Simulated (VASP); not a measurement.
Band structure of SrZn$_{2}$As$_{2}$ (space group P-3m1). Calculation: PBEsol GGA, VASP's PBE PAW potentials (set 64) (plane waves; VASP).

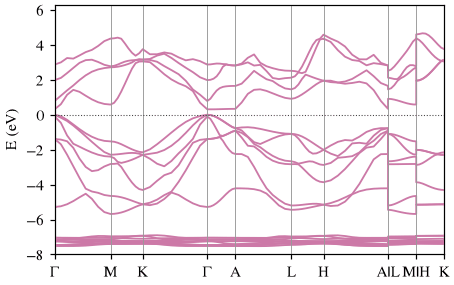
Fig. 1. Bands along high-symmetry lines, zero at the valence-band maximum or, without a gap, the Fermi level

Problem. Read the plot: is there a gap, and where are the band edges?

Solution. The gap is direct, 0.31 eV, from the valence maximum at Γ to the conduction minimum at Γ. (Edges off the drawn lines would not show.)

The structure comes from a computed database's SrZn2As2 entry (P-3m1); how it stands against other phases isn't given here. It was relaxed first.
